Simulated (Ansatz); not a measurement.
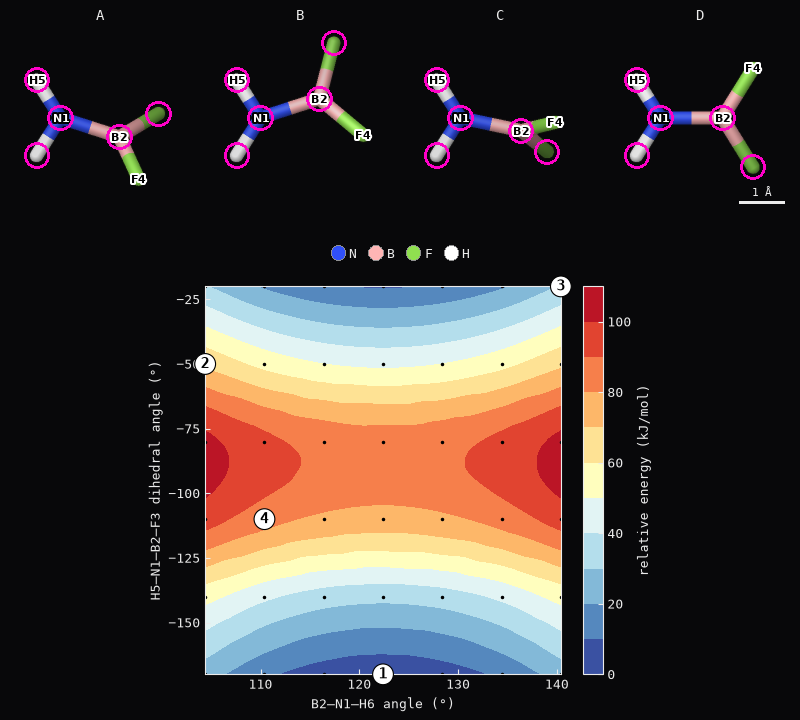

Energy scan for BNH2F2, in which one B–N–H angle and one H–N–B–F dihedral angle are varied on a grid, with the rest of the molecule carried along rigidly. The map is interpolated between the computed points (dots). The frames are shuffled; each belongs to one numbered point. A stick model, seen face on. The ringed atoms are those of the scanned coordinates.

Level of theory: PBE0-D4 (def2-TZVPP, Ansatz), on geometries moved rigidly from the minimum at PBE0-D4/def2-TZVP. Energies are counted from the PBE0-D4/def2-TZVP minimum geometry at the same level.

**Which frame belongs to which numbered point?**

Point 1 is frame D, at (122.4, −170.0) and 2.3 kJ/mol; 2 is frame A, at (104.4, −50.0) and 67.8 kJ/mol; 3 is frame B, at (140.4, −20.0) and 30.6 kJ/mol; 4 is frame C, at (110.4, −110.0) and 83.9 kJ/mol. In pairs of (B2–N1–H6 angle (°); H5–N1–B2–F3 dihedral angle (°)): the lowest computed point lies at (122.4, −170.0) (2.3 kJ/mol), the highest at (104.4, −80.0), (140.4, −80.0) (102.6 kJ/mol). It lies on the edge of the grid, so the true minimum may be outside the range scanned.
